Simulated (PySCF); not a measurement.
# C4H6OSi: the cost of one run

Programs: PySCF 2.14.0, with density-fitted response routines of our own. Each step states its level of theory. These are calculated values for one molecule, in the gas phase or a continuum, unless marked as measured. Atoms count from 0, in the outputs and in this text.

## Step 1: The starting structure

12 atoms, charge 0, multiplicity 1; geometry from: GFN2-xTB. The atoms were then displaced at random by about 0.01 Å, so the start is not that level's minimum.

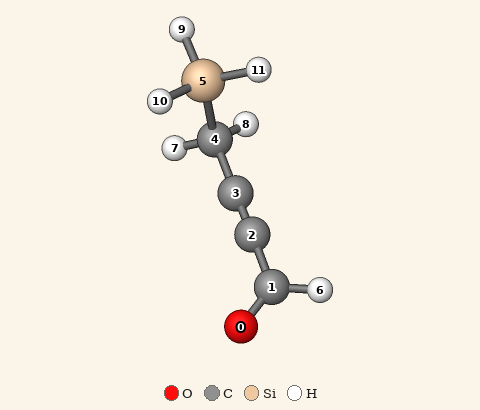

The starting geometry (oxygen red, carbon grey, silicon light orange, hydrogen white), atoms numbered.

## Step 2: Optimising the geometry at PBE0-D3(BJ)/def2-SVP

What the job is given:

```
{"job": {"xc": "PBE0", "basis": "def2-SVP", "d3": "d3bj", "grid": 1, "shake": 0.01, "kind": "geom"}, "charge": 0, "multiplicity": 1}
O      3.551310    -0.186160     1.409860
C      2.934110     0.285080     0.453720
C      1.608740    -0.067890     0.039080
C      0.549580    -0.392960    -0.293010
C     -0.817810    -0.743310    -0.686330
Si    -2.090630     0.413700     0.201780
H      3.409130     1.054270    -0.203480
H     -0.998980    -1.770200    -0.412850
H     -0.923890    -0.631140    -1.738160
H     -3.412520    -0.030070    -0.237000
H     -1.950840     0.252410     1.657890
H     -1.818530     1.787990    -0.200500
```

On the command line:

```console
OMP_NUM_THREADS=1 python probes_run.py task.json out
```

This one command runs all jobs of the session in turn.

Q: Estimate the wall time and peak memory of this first job on 1 thread of Arm Neoverse N1, shared host.

About 64 s, with a peak of 0.5 GiB.
